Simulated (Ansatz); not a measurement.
# BrH₃OSSi: basis-set convergence

How large a basis does BrH₃OSSi need? Two functionals are run in growing sets.

The runs use Ansatz 0.2.0, Gaussian basis; one geometry, several basis sets.

Levels to be run: PBE0-D4/def2-SVP; ωB97M-V/def2-SVP; PBE0-D4/def2-QZVPP; ωB97M-V/def2-QZVPP; the functionals' def2-TZVPP values are taken from earlier runs.

## Step 1: The geometry

All runs share one geometry, relaxed beforehand with PBE0-D4 in a triple-zeta def2 set.

7 atoms, charge 0, spin multiplicity 1.

Atoms are counted from 1 here; the program's logs count them from 0.

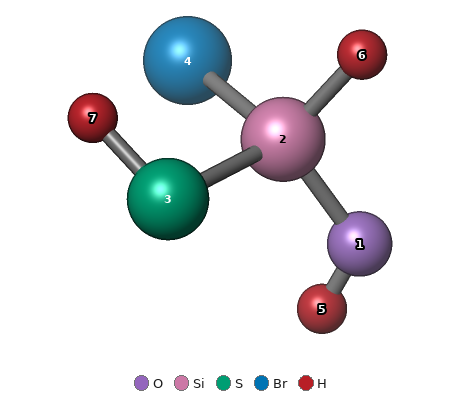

The structure; oxygen purple, silicon pink, sulfur teal, bromine blue, hydrogen red; atoms are numbered from 1 in the order of the file.

## Step 2: PBE0-D4 in def2-SVP

in.yaml

```yaml
crystal:
  periodic: [false, false, false]
  atoms:
    - {symbol: O, position_ang: [0.036737, 1.647764, -0.362105]}
    - {symbol: Si, position_ang: [0.189629, 0.185490, 0.338029]}
    - {symbol: S, position_ang: [0.702435, -1.232652, -1.162080]}
    - {symbol: Br, position_ang: [-1.683718, -0.475636, 1.337252]}
    - {symbol: H, position_ang: [-0.574775, 1.733131, -1.096793]}
    - {symbol: H, position_ang: [1.207194, 0.346536, 1.389357]}
    - {symbol: H, position_ang: [0.183797, -2.272632, -0.489261]}
basis:
  gaussian: {orbitals: def2-SVP}
hamiltonian: {xc: pbe0, dispersion: d4}
output: {orbitals: {seedname: orbitals}}
```

On the command line:

```console
> ansatz run in.yaml --threads 4 --pin off --events-out ev --progress --plain --max-ram 10444MiB
```

Log:

```text
Functional definition: PBE0
  name "PBE0"
  cite "Adamo & Barone, J. Chem. Phys. 110, 6158 (1999) doi:10.1063/1.478522"
  cite "Perdew, Burke & Ernzerhof, Phys. Rev. Lett. 77, 3865 (1996) doi:10.1103/PhysRevLett.77.3865"
  parent pbe
  parameter a = 0.25
  parameter kappa = 0.804
  parameter beta = 0.06672455060314922
  exchange = (1 - a)*pbe_x(kappa = kappa, mu = beta*pi^2/3) + a*exact_x
  correlation = pbe_c(beta = beta)
915 factors; integrals over basis functions are off by at most 1.2e-3 eV
mean field evaluation 1: about -90821.5301 eV, gradient 4.5e1 eV
mean field evaluation 2: about -90814.9837 eV, gradient 7.4e1 eV
mean field evaluation 4: about -90825.1135 eV, gradient 1.7e0 eV
mean field evaluation 8: about -90825.1586 eV, gradient 1.3e-1 eV
mean field evaluation 16: about -90825.1586 eV, gradient 2.3e-5 eV
mean field -90825.15863037 eV, -3337.7630161624 hartree, gradient 2.3e-5 eV, S^2 0.000000; 0 other end points of the search recorded, 0 dependent functions left out
reference -90825.15865253 eV, -3337.7630169768 hartree; 38, 38 occupied and 59, 59 virtual orbitals, 915 factors
Total energy: -90825.33228925 eV, -3337.7693980087 hartree
```

Run time: 0.85 s. Hardware: 4 threads of Arm Neoverse V2, shared host.

## Step 3: ωB97M-V in def2-SVP

Edit in.yaml of step 2 so:

```diff
@@ -12,3 +12,3 @@
   gaussian: {orbitals: def2-SVP}
-hamiltonian: {xc: pbe0, dispersion: d4}
+hamiltonian: {xc: {name: wB97M-V}}
 output: {orbitals: {seedname: orbitals}}
```

Same command.

Log, cut to the lines that bear on the results:

```text
Functional definition: wB97M-V
  name "wB97M-V"
  cite "Mardirossian & Head-Gordon, J. Chem. Phys. 144, 214110 (2016) doi:10.1063/1.4952647"
  cite "Becke, J. Chem. Phys. 107, 8554 (1997) doi:10.1063/1.475007"
  cite "Vydrov & Van Voorhis, J. Chem. Phys. 133, 244103 (2010) doi:10.1063/1.3521275"
  # Of w^i u^j: cxij and so on, Table III.
[...]
  gx(w, u) = 1 - cx + cx01*u + cx10*w
  gss(w, u) = css00 + css04*u^4 + css10*w + css20*w^2 + css43*w^4*u^3
  gos(w, u) = cos00 + cos10*w + (cos20 + cos21*u)*w^2 + (cos60 + cos61*u)*w^6
[...]
      + integral(e_c_pw_mod_opposite_spin*gos(b97_w_opposite, b97_u_opposite)) + vv10(b, c)
915 factors; integrals over basis functions are off by at most 1.2e-3 eV
254 factors; integrals over basis functions are off by at most 8.2e-6 eV
[...]
mean field -90836.89198386 eV, -3338.1942089502 hartree, gradient 7.7e-5 eV, S^2 0.000000; 0 other end points of the search recorded, 0 dependent functions left out
reference -90836.89201898 eV, -3338.1942102407 hartree; 38, 38 occupied and 59, 59 virtual orbitals, 915 factors
Total energy: -90836.89201898 eV, -3338.1942102407 hartree
```

Run time: 3.2 s. Hardware: 4 threads of Arm Neoverse V2, shared host.

## Step 4: PBE0-D4 in def2-QZVPP

Edit in.yaml of step 3 so:

```diff
@@ -11,4 +11,4 @@
 basis:
-  gaussian: {orbitals: def2-SVP}
-hamiltonian: {xc: {name: wB97M-V}}
+  gaussian: {orbitals: "def2-QZVPP.json"}
+hamiltonian: {xc: pbe0, dispersion: d4}
 output: {orbitals: {seedname: orbitals}}
```

The command is unchanged.

Log:

```text
Functional definition: PBE0
  name "PBE0"
  cite "Adamo & Barone, J. Chem. Phys. 110, 6158 (1999) doi:10.1063/1.478522"
  cite "Perdew, Burke & Ernzerhof, Phys. Rev. Lett. 77, 3865 (1996) doi:10.1103/PhysRevLett.77.3865"
  parent pbe
  parameter a = 0.25
  parameter kappa = 0.804
  parameter beta = 0.06672455060314922
  exchange = (1 - a)*pbe_x(kappa = kappa, mu = beta*pi^2/3) + a*exact_x
  correlation = pbe_c(beta = beta)
1672 factors; their error is unknown
mean field evaluation 1: about -90840.4211 eV, gradient 5.4e1 eV
mean field evaluation 2: about -90830.8694 eV, gradient 8.9e1 eV
mean field evaluation 4: about -90845.0304 eV, gradient 3.1e0 eV
mean field evaluation 8: about -90845.0450 eV, gradient 7.2e-2 eV
mean field evaluation 16: about -90845.2423 eV, gradient 6.0e-5 eV
mean field -90845.24232732 eV, -3338.5010784123 hartree, gradient 6.0e-5 eV, S^2 0.000000; 0 other end points of the search recorded, 0 dependent functions left out
reference -90845.24235840 eV, -3338.5010795544 hartree; 38, 38 occupied and 338, 338 virtual orbitals, 1672 factors
Total energy: -90845.41599513 eV, -3338.5074605863 hartree
```

Run time: 5.5 s. Hardware: 4 threads of Arm Neoverse V2, shared host; peak memory 1.4 GiB.

## Step 5: ωB97M-V in def2-QZVPP

Edit in.yaml of step 4 so:

```diff
@@ -12,3 +12,3 @@
   gaussian: {orbitals: "def2-QZVPP.json"}
-hamiltonian: {xc: pbe0, dispersion: d4}
+hamiltonian: {xc: {name: wB97M-V}}
 output: {orbitals: {seedname: orbitals}}
```

Launched as before.

Log, cut to the lines that bear on the results:

```text
Functional definition: wB97M-V
  name "wB97M-V"
  cite "Mardirossian & Head-Gordon, J. Chem. Phys. 144, 214110 (2016) doi:10.1063/1.4952647"
  cite "Becke, J. Chem. Phys. 107, 8554 (1997) doi:10.1063/1.475007"
  cite "Vydrov & Van Voorhis, J. Chem. Phys. 133, 244103 (2010) doi:10.1063/1.3521275"
  # Of w^i u^j: cxij and so on, Table III.
[...]
  gx(w, u) = 1 - cx + cx01*u + cx10*w
  gss(w, u) = css00 + css04*u^4 + css10*w + css20*w^2 + css43*w^4*u^3
  gos(w, u) = cos00 + cos10*w + (cos20 + cos21*u)*w^2 + (cos60 + cos61*u)*w^6
[...]
      + integral(e_c_pw_mod_opposite_spin*gos(b97_w_opposite, b97_u_opposite)) + vv10(b, c)
1593 factors; their error is unknown
287 factors; integrals over basis functions are off by at most 2.1e-5 eV
[...]
mean field -90856.87786454 eV, -3338.9286765181 hartree, gradient 1.3e-5 eV, S^2 0.000000; 0 other end points of the search recorded, 0 dependent functions left out
reference -90856.87791465 eV, -3338.9286783595 hartree; 38, 38 occupied and 338, 338 virtual orbitals, 1593 factors
Total energy: -90856.87791465 eV, -3338.9286783595 hartree
```

Run time: 13 s. Hardware: 4 threads of Arm Neoverse V2, shared host; peak memory 1.6 GiB.

## Step 6: Functionals by basis

The def2-TZVPP values come from earlier runs at the same geometry.

| functional | basis | functions | energy (eV) | from the largest (eV) | HOMO (eV) | LUMO (eV) |
| --- | --- | --- | --- | --- | --- | --- |
| PBE0-D4 | def2-SVP | 97 | -90825.3323 | 20.084 | -7.78 | -0.03 |
| PBE0-D4 | def2-TZVPP | 205 | -90843.2571 | 2.159 | -7.90 | -0.37 |
| PBE0-D4 | def2-QZVPP | 376 | -90845.4160 | 0.000 | -7.93 | -0.48 |
| ωB97M-V | def2-SVP | 97 | -90836.8920 | 19.986 | -9.94 | 2.01 |
| ωB97M-V | def2-TZVPP | 205 | -90854.8112 | 2.067 | -10.10 | 1.54 |
| ωB97M-V | def2-QZVPP | 376 | -90856.8779 | 0.000 | -10.13 | 1.26 |

## Step 7: Summary of results

```
                                       quantity           value
PBE0-D4: double and triple zeta above quadruple  20.08, 2.16 eV
ωB97M-V: double and triple zeta above quadruple  19.99, 2.07 eV
```

What this shows: PBE0-D4 gains 17.92 eV from double to triple zeta, then 2.16 eV more. These are total energies; as a rule much of such shifts cancels in differences, which this series doesn't test. The LUMO of ωB97M-V is positive and keeps falling with the basis (2.01 to 1.26 eV): an unbound level that the basis holds in place.

For PBE0-D4 the largest set took about 6 times as long as the smallest (5.5 s against 0.85 s).
